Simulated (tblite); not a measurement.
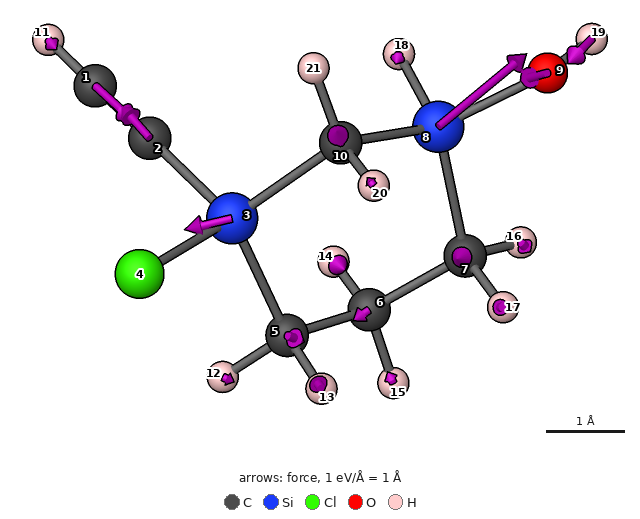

Starting geometry of C$_{6}$H$_{11}$ClOSi$_{2}$ with the computed forces as purple arrows. A ball-and-stick model, seen at a tilt.

All numbers below come from tblite 0.8.0, GFN2-xTB geometry optimisation, gas phase. 

Q: What follows when this structure is relaxed?

A: It isn't relaxed: the largest force vector, on Si8, is 1.67 eV/Å. The final displacements have little in common with the starting forces (cosine between the two patterns 0.18). Over 89 geometry steps the energy falls by 3.47 kcal/mol. H19 moves most after the best rigid fit: 0.53 Å. Largest moves by element: H 0.53 Å, O 0.16 Å, C 0.15 Å, Si 0.12 Å, Cl 0.07 Å. Among the contacts that change: Si8–C10 1.853 → 1.893 Å, Si8–O9 1.667 → 1.631 Å, Si3–C10 1.872 → 1.893 Å, Si8–H18 1.485 → 1.468 Å. Bond angles that change, for instance: O9–Si8–C10 111.7° → 104.7°, O9–Si8–H18 105.2° → 110.5°, Si8–O9–H19 117.1° → 122.0°. Groups turn about Si8–O9 by about 20°.
